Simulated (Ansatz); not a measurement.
The figure comes from a scan of Al (fcc, Cu type): one Al atom of a 4-atom cell moves by s along Cartesian [111], with its periodic images. Method: r2SCAN (plane waves to 500 eV, PAW, scalar-relativistic; Ansatz, a program for electronic structure). k mesh 9×9×9 (Γ-centred), Fermi-Dirac smearing 0.05 eV. E stands for the smeared free energy. With partly filled bands, energies and forces of such displacements shift with the k mesh and the smearing. On this mesh the relaxed cell isn't quite at rest: it carries a pressure of 0.3 GPa (compression positive) at the zero of the scan. Al was relaxed with its symmetry unable to fall. The PAW data are Ansatz's earlier set. ΔE is measured from the undisplaced structure.

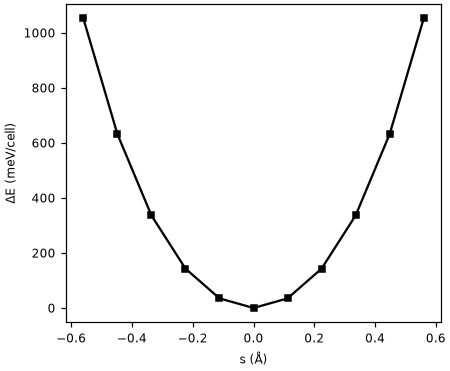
Figure: ΔE (meV/cell) against s (Å); markers are the computed points, lines only join them.

Problem. List the plotted points as numbers.

Solution. To the nearest 20:

```json
[
 {"s (Å)": "-0.560", "ΔE (meV/cell)": "1060"},
 {"s (Å)": "-0.448", "ΔE (meV/cell)": "640"},
 {"s (Å)": "-0.336", "ΔE (meV/cell)": "340"},
 {"s (Å)": "-0.224", "ΔE (meV/cell)": "140"},
 {"s (Å)": "-0.112", "ΔE (meV/cell)": "40"},
 {"s (Å)": "0.000", "ΔE (meV/cell)": "0"},
 {"s (Å)": "0.112", "ΔE (meV/cell)": "40"},
 {"s (Å)": "0.224", "ΔE (meV/cell)": "140"},
 {"s (Å)": "0.336", "ΔE (meV/cell)": "340"},
 {"s (Å)": "0.448", "ΔE (meV/cell)": "640"},
 {"s (Å)": "0.560", "ΔE (meV/cell)": "1060"}
]
```

(A displaced cell: forces are minus the slopes of the energy, force constants its curvatures, and phonons follow from these.)
